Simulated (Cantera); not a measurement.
Input: 1 mol Al2O3, 1.3 mol H2O, held at 2.60 bar.

Cantera equilibrium calculation (NASA polynomials, part measured and part estimated; ideal gas, pure solids and liquids). Candidate condensed phases: Al, Al2O3, H2O; 19 gas species. Gases not in the tables: Al(OH)3. Rates play no part.

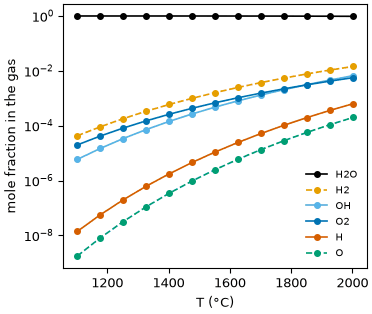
Fig. 1. Equilibrium gas composition (values under 1e-9 drawn at 1e-9)

Problem. Read off the mole fractions at 1552 °C.

Solution. H2O about 1.00, H2 about 0.0016, O2 about 0.00068, OH about 0.00048, H about 1.1e-5, O about 2.5e-6.
